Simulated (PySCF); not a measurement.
**BH4O− (SMILES [BH3-]O): RPA/STO-6G**

Aim: the vertical ionisation energy of BH4O− at RPA/STO-6G, from 2 runs. 

The calculation is run with PySCF 2.14.0.

## Step 1: The system as given

BH4O− has 6 atoms, charge -1, and is taken as a singlet. As SMILES, `[BH3-]O`. The shape comes from GFN2-xTB, which is rough for such elements, and wasn't checked as a minimum.

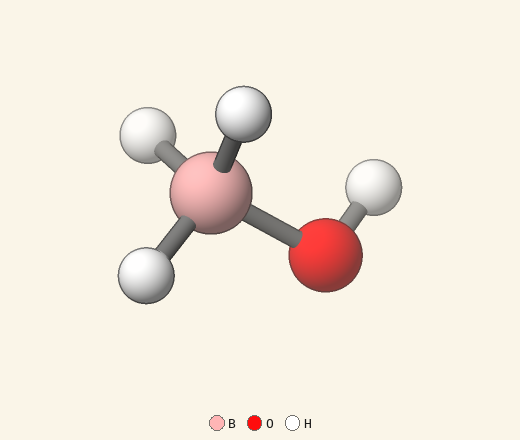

The structure, seen from a chosen angle (boron pink, oxygen red, hydrogen white).

## Step 2: A single-point energy at RPA/STO-6G

Input file job.py:

```python
from pyscf import gto
from pyscf.gw.rpa import RPA

mol = gto.Mole()
mol.atom = '''
B   -0.074670  -0.173680  -0.316420
O   -0.013550   1.016190   0.603980
H    1.062740  -0.650510  -0.499740
H   -0.542300   0.195170  -1.379270
H   -0.789000  -1.072510   0.169030
H    0.356770   0.685330   1.422430
'''
mol.basis = 'sto-6g'
mol.verbose = 3
mol.max_memory = 1860
mol.charge = -1
mol.build()

mf = mol.RHF()
mf.conv_tol = 1e-10
mf.kernel()
if not mf.converged:
    mf = mf.newton().run(mf.mo_coeff, mf.mo_occ)

rpa = RPA(mf, frozen=2)
rpa.kernel()
e_exx = mf.e_tot
energy = e_exx + rpa.e_corr
print(f'total energy: {energy:.8f} hartree')
```

Run with:

```bash
$ OMP_NUM_THREADS=1 python job.py
```

Output:

```text
converged SCF energy = -101.390066211639

WARN: Even tempered Gaussians are generated as DF auxbasis for  B O H

E(RPA) = -101.498497637418  E_corr = -0.108385777466405  E_hf = -101.390111859952
total energy: -101.49845199 hartree
```

Run time: 0.71 s. Hardware: 1 thread of Arm Neoverse V2, shared host; peak memory 0.12 GiB.

## Step 3: Doublet neutral BH4O at the same level

Input file job.py:

```python
from pyscf import gto
from pyscf.gw.urpa import URPA

mol = gto.M(
    atom='''
B     -0.141106    -0.328208    -0.597947
O     -0.025606     1.920321     1.141357
H      2.008288    -1.229286    -0.944372
H     -1.024798     0.368818    -2.606443
H     -1.490994    -2.026750     0.319420
H      0.674198     1.295086     2.688003
''',
    spin=1,
    max_memory=1860,
    unit='bohr',
    basis='sto-6g',
    verbose=3,
    charge=0,
)

hf = mol.UHF()
hf.conv_tol = 1e-10
hf.kernel()
if not hf.converged:
    hf = hf.newton().run(hf.mo_coeff, hf.mo_occ)

rpa = URPA(hf, frozen=2)
rpa.kernel()
e_exx = hf.e_tot
e_tot = e_exx + rpa.e_corr
print(f'total energy: {e_tot:.8f} hartree')
```

Run with:

```bash
$ OMP_NUM_THREADS=1 python job.py
```

Output:

```text
converged SCF energy = -101.438829760303  <S^2> = 0.75856922  2S+1 = 2.0085509

WARN: Even tempered Gaussians are generated as DF auxbasis for  O H B

E(URPA) = -101.546973249308  E_corr = -0.107455667383251  E_hf = -101.439517581925
total energy: -101.54628543 hartree
```

It took 0.77 s on 1 thread of Arm Neoverse V2, shared host; peak memory 0.12 GiB.

## Step 4: Results

At RPA/STO-6G, 2 core orbitals frozen:

| quantity | value |
| --- | --- |
| singlet BH4O−: total energy | -101.49845 Eh |
| singlet BH4O−: HOMO energy (Hartree–Fock orbitals) | -0.55 eV |
| singlet BH4O−: LUMO energy (Hartree–Fock orbitals) | 24.64 eV |
| singlet BH4O−: HOMO–LUMO gap (Hartree–Fock orbitals) | 25.19 eV |
| singlet BH4O−: RPA correlation energy (valence) | -108.4 mEh |
| doublet neutral BH4O: total energy | -101.54629 Eh |
| doublet neutral BH4O: dipole moment (Hartree–Fock density) | 4.25 D |
| doublet neutral BH4O: HOMO energy (Hartree–Fock orbitals) (highest over α and β) | -9.92 eV |
| doublet neutral BH4O: LUMO energy (Hartree–Fock orbitals) (lowest over α and β) | 3.64 eV |
| doublet neutral BH4O: RPA correlation energy (valence) | -107.5 mEh |
| doublet neutral BH4O: ⟨S²⟩ | 0.759 |
| vertical ionisation energy (to the doublet neutral) | -1.302 eV |

What this shows: The species is unbound against losing an electron at this level, by 1.30 eV (−30 kcal/mol); missing correlation or diffuse functions can give that sign where the real anion is bound.
